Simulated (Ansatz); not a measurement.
# AlCo3C (Pm-3m): relaxing the cell for a phonon run

Task: relax AlCo3C (Pm-3m) tightly.

Method: DFT PBEsol, scalar-relativistic, plane waves, PAW; PAW set soft_1, in Ansatz 0.2.0.

**1. The structure**

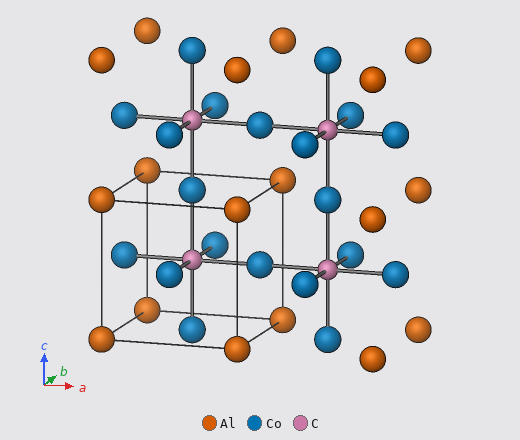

The cell as given, from a free direction (aluminium orange, cobalt blue, carbon pink). 2×1×2 cells are drawn. Some periodic images of atoms are drawn too.

**2. A coarse first look**

First a cheap look: the gap decides the mesh and the occupations, the pressure tells how far the cell has to move.

Input file input.yaml:

```yaml
crystal:
  lattice:
    - [3.722911, 0.0, 0.0]
    - [0.0, 3.722911, 0.0]
    - [0.0, 0.0, 3.722911]
  atoms:
    - { symbol: Al, position: [0.0, 0.0, 0.0] }
    - { symbol: Co, position: [0.0, 0.5, 0.5] }
    - { symbol: Co, position: [0.5, 0.0, 0.5] }
    - { symbol: Co, position: [0.5, 0.5, 0.0] }
    - { symbol: C, position: [0.5, 0.5, 0.5] }
kpoints:
  mp_grid: { grid: [6, 6, 6] }
hamiltonian:
  xc: pbesol
  pseudopotentials: { kind: paw, azcp: { folder: soft_1 }, xc_functional: pbe }
scf:
  occupations: { method: gaussian, width: 0.1 }
output:
  forces: true
  stress: true
  eigenvalues: true
```

On the command line:

```console
$ ansatz run input.yaml --threads 4 --pin off --max-ram 10240MiB --backend cpu --events-out ev --progress --plain --runs-dir out
```

Numbers of over 12 decimals in the logs are rounded to 6 here.

Log:

```text
Engine: ansatz 0.2.0, aarch64-unknown-linux-gnu
Pseudopotentials: kind: paw
Pseudopotential: Al, paw, valence charge 3, recommended cutoff 420 eV (normal), soft_1/Al.paw.azcp
Pseudopotential: Co, paw, valence charge 17, recommended cutoff 420 eV (normal), soft_1/Co.paw.azcp
Pseudopotential: C, paw, valence charge 4, recommended cutoff 420 eV (normal), soft_1/C.paw.azcp
Functional definition: PBEsol
[...]
k-point 0: bands = [... 25 lower, 14.7200, 14.7200, 15.6469, 15.6469, 15.6469, 15.9370, 19.2125, 19.2125, ... 2 higher]
  k-point 1: bands = [... 25 lower, 14.7148, 14.7148, 15.6472, 15.7974, 15.7974, 15.8102, 18.7389, 19.4972, ... 2 higher]
  k-point 2: bands = [... 25 lower, 14.6896, 14.6896, 15.4709, 15.6477, 16.1880, 16.1880, 18.8897, 19.5959, ... 2 higher]
  k-point 19: bands = [... 25 lower, 13.8687, 15.1274, 15.1274, 15.6877, 15.6877, 15.6877, 17.7501, 17.7501, ... 2 higher]
[key lines of the parts left out:]
SCF converged after 9 iterations
Free energy (F): -16051.617510 eV
Fermi energy:    15.792539 eV
P = ⅓ Tr σ = -8.4709 GPa (-84.709 kbar)
```

Wall time 0.72 s (4 threads of Arm Neoverse V2, shared host); peak memory 0.34 GiB; 2.3 s of CPU time.

This run has no spin polarisation, although Co can carry a moment.

Numbers from this step:

```yaml
pressure: -8.471 GPa
volume_per_atom: 10.32 Å³
gap_on_the_k_mesh: 0 eV
```

The coarse mesh shows no gap and a pressure of -8.5 GPa.

**3. Coarse relaxation**

The start is far from rest, so a relaxation with loose tolerances brings it close first.

input.yaml, as its differences from that of step 2:

```diff
@@ -22 +22,6 @@
   eigenvalues: true
+relax:
+  adjacent_minimum: "off"
+  f_tol: 0.05
+  max_steps: 80
+  cell: { stress_tol: 0.5 }
```

Log:

```text
[...]
Crystal: 5 atoms, lattice volume = 51.600 Å³
Basis set: ecut = 420 eV, 1021 PW (Γ), exchange–correlation on 50×50×50 points (8 copies of the dense FFT grid, shifted against one another)
Bands: 35, of which v1, the nominal top of the filled ones, is band 29 counted from 1 (28 counted from 0)
Symmetry: 48 space group operations
[...]
k-points: 20 of 216
[...]
cell:  # Å, volume = 49.7318 Å³
    - [3.677433, 0, 0]
    - [0, 3.677433, 0]
    - [0, 0, 3.677433]
  atoms:
    - { symbol: Al, position: [0, 0, 0] }
    - { symbol: Co, position: [0, 0.500000, 0.500000] }
    - { symbol: Co, position: [0.500000, 0, 0.500000] }
    - { symbol: Co, position: [0.500000, 0.500000, 0] }
    - { symbol: C, position: [0.500000, 0.500000, 0.500000] }
[key lines of the parts left out:]
SCF converged after 6 iterations
Free energy (F): -16051.667192 eV
Fermi energy:    16.532934 eV
P = ⅓ Tr σ = 0.2417 GPa (2.417 kbar)
```

The job ended after 2.5 s (4 threads; peak memory 0.36 GiB).

The steps of the relaxation:

| step | energy less that of the first step (eV) | largest force component (eV/Å) | pressure (GPa) | volume (Å³) |
| --- | --- | --- | --- | --- |
| 1 | 0.0000 | 0.0000 | -8.47 | 51.60 |
| 2 | -0.0396 | 0.0000 | -4.10 | 50.62 |
| 3 | -0.0512 | 0.0000 | 0.26 | 49.73 |
| 4* | -0.0497 | 0.0000 | 0.24 | 49.73 |

Relaxation steps marked * repeat the geometry before them on a plane-wave basis chosen anew for their cell, so energy and pressure can jump there.

Forces are held to the 48 operations that the run works with; a distortion that breaks them can't arise in this run.

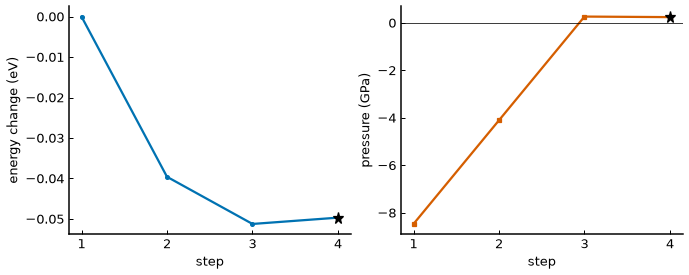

Energy and pressure along the relaxation. Stars mark steps on a basis chosen anew.

| conventional cell, symmetrised | before | after | change |
| --- | --- | --- | --- |
| a (Å) | 3.723 | 3.677 | -1.2 % |
| b (Å) | 3.723 | 3.677 | -1.2 % |
| c (Å) | 3.723 | 3.677 | -1.2 % |
| volume (Å³/atom) | 10.32 | 9.95 | -3.6 % |

Numbers from this step:

- pressure: 0.2417 GPa
- volume per atom: 9.946 Å³

In this step the volume went from 10.32 to 9.95 Å³/atom.

**4. Relaxation**

Harmonic phonons are second derivatives at a point where the forces vanish, and they are wanted at zero stress, so atoms and cell are relaxed first.

input.yaml, the sections that differ from step 3:

```yaml
crystal:
  lattice:
    - [3.6774331728, 0.0, 0.0]
    - [0.0, 3.6774331728, 0.0]
    - [0.0, 0.0, 3.6774331728]
  atoms:
    - { symbol: Al, position: [0.0, 0.0, 0.0] }
    - { symbol: Co, position: [0.0, 0.5, 0.5] }
    - { symbol: Co, position: [0.5, 0.0, 0.5] }
    - { symbol: Co, position: [0.5, 0.5, 0.0] }
    - { symbol: C, position: [0.5, 0.5, 0.5] }
kpoints:
  mp_grid: { grid: [10, 10, 10] }
relax:
  adjacent_minimum: "off"
  f_tol: 0.005
  max_steps: 80
  cell: { stress_tol: 0.05 }
# hamiltonian, scf, output: as in step 3
```

Log:

```text
[...]
Crystal: 5 atoms, lattice volume = 49.732 Å³
Basis set: ecut = 420 eV, 949 PW (Γ), exchange–correlation on 50×50×50 points (8 copies of the dense FFT grid, shifted against one another)
Bands: 35, of which v1, the nominal top of the filled ones, is band 29 counted from 1 (28 counted from 0)
[... 1 set-up line as in the run before ...]
[...]
k-points: 56 of 1000
[...]
SCF iter   1: F=—  HF=-16052.322864 eV  |F-HF|=—  |Δ(HF+E_count)|=         —  Δρ=7.13e-2  dr2=2.51e0  ethr=3.10e-3  ⟨swp⟩=4.9  Hψ=6517  notcnv=0
[...]
SCF iter   9: F=-16051.668111 eV  HF=-16051.668111 eV  |F-HF|=2.22e-8  |Δ(HF+E_count)|=   2.45e-7  Δρ=8.58e-6  dr2=3.64e-8  ethr=1.72e-10  ⟨swp⟩=8.7  Hψ=8989  notcnv=0
SCF 1 converged in 9 iterations: F = -16051.668111 eV  dr2 = 3.64e-8
[...]
relax step   1: F+E_penalty+E_count = -16051.66811092 eV  Δ(F+E_penalty+E_count) = +0.000e0 eV  max|allowed force component| = 4.360e-29 eV/Å  Δτ_max = 0.0000 Å  P = +0.222 GPa  Ω = 49.732 Å³  (9 SCF iters, dr2 threshold 1.00e-7 eV, accepted)
Crystal: 5 atoms, lattice volume = 49.754 Å³
[...]
SCF iter   6: F=-16051.668113 eV  HF=-16051.668113 eV  |F-HF|=4.37e-11  |Δ(HF+E_count)|=  2.55e-10  Δρ=3.55e-7  dr2=4.51e-11  ethr=1.21e-12  ⟨swp⟩=1.5  Hψ=5172  notcnv=0
SCF 2 converged in 6 iterations: F = -16051.668113 eV  dr2 = 4.51e-11
relax step   2: F+E_penalty+E_count = -16051.66811297 eV  Δ(F+E_penalty+E_count) = -2.051e-6 eV  max|allowed force component| = 2.298e-29 eV/Å  Δτ_max = 0.0000 Å  P = +0.109 GPa  Ω = 49.754 Å³  energy of the carried Pulay correction = -2.076e-5 eV  (6 SCF iters, dr2 threshold 1.24e-7 eV, accepted)
Crystal: 5 atoms, lattice volume = 49.775 Å³
[...]
SCF iter   6: F=-16051.668100 eV  HF=-16051.668100 eV  |F-HF|=4.00e-11  |Δ(HF+E_count)|=  2.11e-10  Δρ=3.12e-7  dr2=3.39e-11  ethr=1.00e-12  ⟨swp⟩=2.2  Hψ=5782  notcnv=0
SCF 3 converged in 6 iterations: F = -16051.668100 eV  dr2 = 3.39e-11
relax step   3: F+E_penalty+E_count = -16051.66810014 eV  Δ(F+E_penalty+E_count) = +1.283e-5 eV  max|allowed force component| = 1.031e-28 eV/Å  Δτ_max = 0.0000 Å  P = -0.000 GPa  Ω = 49.775 Å³  energy of the carried Pulay correction = -4.083e-5 eV  (6 SCF iters, dr2 threshold 2.99e-8 eV, accepted)
[...]
SCF iter   1: F=—  HF=-16051.668115 eV  |F-HF|=—  |Δ(HF+E_count)|=         —  Δρ=2.31e-6  dr2=9.13e-10  ethr=1.86e-7  ⟨swp⟩=3.1  Hψ=11935  notcnv=0
eigensolver tolerance schedule: the retry pair's looser diagonalisation over-reported the residual by 118449.55 of it (diagonalisation noise at an unbounded share of the residual, at the tolerance the schedule requests for it); recorded, not acted on — ethr = c·dr2/N_el stays at c = 1.0e-1
SCF iter   2: F=—  HF=-16051.668132 eV  |F-HF|=—  |Δ(HF+E_count)|=   1.76e-5  Δρ=1.11e-6  dr2=1.16e-10  ethr=1.57e-12  ⟨swp⟩=3.8  Hψ=5751  notcnv=0
[...]
SCF iter   7: F=-16051.668132 eV  HF=-16051.668132 eV  |F-HF|=1.82e-12  |Δ(HF+E_count)|=  3.64e-12  Δρ=5.65e-9  dr2=1.73e-14  ethr=1.00e-12  ⟨swp⟩=2.2  Hψ=5357  notcnv=0
SCF 4 converged in 7 iterations: F = -16051.668132 eV  dr2 = 1.73e-14
relax step   4: F+E_penalty+E_count = -16051.66813224 eV  Δ(F+E_penalty+E_count) = -3.210e-5 eV  max|allowed force component| = 3.829e-29 eV/Å  Δτ_max = 0.0000 Å  P = +0.001 GPa  Ω = 49.775 Å³  stress off target by 6.16e-4 GPa  SCF on the basis re-selected at this cell (its energy is not comparable with the rows above)  (7 SCF iters)
basis re-selected at this cell: Δ(F+E_penalty+E_count) = -3.210e-5 eV, ΔP = +0.001 GPa vs the last step (what re-selecting the basis moved, of the pressure what is left beyond the Pulay correction that the steps carried, after the strain that the cell walked since its last selection, with what the two solves' SCF thresholds leave and, on support functions, any second-order correction that the steps lacked; it is no m [...]
SCF converged after 7 iterations
Free energy (F): -16051.668132 eV
[...]
Internal energy: -16051.658905 eV  (E = F + TS)
E sigma→0 (E₀):  -16051.663518 eV
Entropy (-TS):   -0.009228 eV (-1.846 meV/atom)
Fermi energy:    16.516135 eV
[...]
--- Stress (GPa, compression-positive) ---
        0.000616      -0.000000       0.000000
       -0.000000       0.000616      -0.000000
        0.000000      -0.000000       0.000616
  P = ⅓ Tr σ = 0.0006 GPa (0.006 kbar)
--- Band table (eV; the first three rows and the last of 56) ---
  k-point 0: bands = [... 25 lower, 15.3764, 15.3764, 16.3675, 16.3675, 16.3675, 16.6657, 20.0083, 20.0083, ... 2 higher]
  k-point 1: bands = [... 25 lower, 15.3761, 15.3761, 16.3676, 16.4236, 16.4236, 16.6169, 19.6929, 20.1215, ... 2 higher]
  k-point 2: bands = [... 25 lower, 15.3698, 15.3698, 16.3679, 16.4734, 16.5942, 16.5942, 19.5873, 20.4230, ... 2 higher]
  k-point 55: bands = [... 25 lower, 14.4836, 15.8067, 15.8067, 16.4057, 16.4057, 16.4057, 18.5784, 18.5784, ... 2 higher]
--- Relaxed structure (3 steps of the walk, 3 accepted, 1 SCFs on fresh bases) ---
[...]
cell:  # Å, volume = 49.7751 Å³
    - [3.678500, 0, 0]
    - [0, 3.678500, 0]
    - [0, 0, 3.678500]
  atoms:
    - { symbol: Al, position: [0, 0, 0] }
    - { symbol: Co, position: [0, 0.500000, 0.500000] }
    - { symbol: Co, position: [0.500000, 0, 0.500000] }
    - { symbol: Co, position: [0.500000, 0.500000, 0] }
    - { symbol: C, position: [0.500000, 0.500000, 0.500000] }
```

Run time: 5.4 s. Hardware: 4 threads; peak memory 0.42 GiB; 20 s of CPU time.

Little changed from the start: no atom moved by 0.005 Å and no cell edge by 0.1 %.

Numbers from this step:

```
pressure        : 6.16e-4 GPa
volume per atom : 9.955 Å³
```

In this step the volume went from 9.95 to 9.96 Å³/atom.

**5. Tight relaxation**

Phonons need a cell at rest on their own settings, so the relaxation is repeated with tight tolerances on forces and stress on the k mesh and occupations of the first response run.

input.yaml, the sections that differ from step 4:

```yaml
crystal:
  lattice:
    - [3.6784998446, 0.0, 0.0]
    - [0.0, 3.6784998446, 0.0]
    - [0.0, 0.0, 3.6784998446]
  atoms:
    - { symbol: Al, position: [0.0, 0.0, 0.0] }
    - { symbol: Co, position: [0.0, 0.5, 0.5] }
    - { symbol: Co, position: [0.5, 0.0, 0.5] }
    - { symbol: Co, position: [0.5, 0.5, 0.0] }
    - { symbol: C, position: [0.5, 0.5, 0.5] }
kpoints:
  mp_grid: { grid: [12, 12, 12] }
scf:
  occupations: { method: methfessel_paxton, width: 0.2 }
relax:
  adjacent_minimum: "off"
  f_tol: 0.001
  max_steps: 60
  cell: { stress_tol: 0.01 }
# hamiltonian, output: as in step 4
```

Log:

```text
[...]
Crystal: 5 atoms, lattice volume = 49.775 Å³
Basis set: ecut = 420 eV, 949 PW (Γ), exchange–correlation on 50×50×50 points (8 copies of the dense FFT grid, shifted against one another)
Bands: 35, of which v1, the nominal top of the filled ones, is band 29 counted from 1 (28 counted from 0)
[... 1 set-up line as in the run before ...]
[...]
k-points: 84 of 1728
[...]
--- Relaxed structure (3 steps of the walk, 3 accepted, 1 SCFs on fresh bases) ---
[...]
cell:  # Å, volume = 49.7624 Å³
    - [3.678187, 0, 0]
    - [0, 3.678187, 0]
    - [0, 0, 3.678187]
  atoms:
    - { symbol: Al, position: [0, 0, 0] }
    - { symbol: Co, position: [0, 0.500000, 0.500000] }
    - { symbol: Co, position: [0.500000, 0, 0.500000] }
    - { symbol: Co, position: [0.500000, 0.500000, 0] }
    - { symbol: C, position: [0.500000, 0.500000, 0.500000] }
[key lines of the parts left out:]
SCF converged after 7 iterations
Free energy (F): -16051.659534 eV
Fermi energy:    16.524289 eV
P = ⅓ Tr σ = -0.0005 GPa (-0.005 kbar)
```

Elapsed: 7.3 s, on 4 threads; peak memory 0.45 GiB.

Little changed from the start: no atom moved by 0.005 Å and no cell edge by 0.1 %.

This step gave:

* pressure: -5.05e-4 GPa
* volume per atom: 9.952 Å³

The forces vanish by symmetry and the pressure is -0.001 GPa, within the tolerances set. The cell now holds 9.95 Å³/atom.

**6. Summary of results**

| Quantity | Value |
| --- | --- |
| space group after relaxation (within 0.01 Å) | Pm-3m |
| lattice constant a | 3.678 Å |
| lattice constant b | 3.678 Å |
| lattice constant c | 3.678 Å |
| volume per atom | 9.95 Å³ |

The forces vanish by symmetry and the pressure is -0.001 GPa, within the tolerances set. The cell now holds 9.95 Å³/atom. The relaxation keeps the symmetry of its start, so it says nothing on stability against lower symmetry. The runs are without spin polarisation, although Co often carries a moment. The PAW files were made for PBE and serve the other functionals too.

[Logs are printed without paths, hosts, clocks, repeated set-up lines and the standing remarks that a program may print on its own settings, such as how far it seeks lower states.]

[Hosts, paths, dates, database ids (printed as entryN), source tags and the programs' standing remarks are cut or masked in the printed files.]
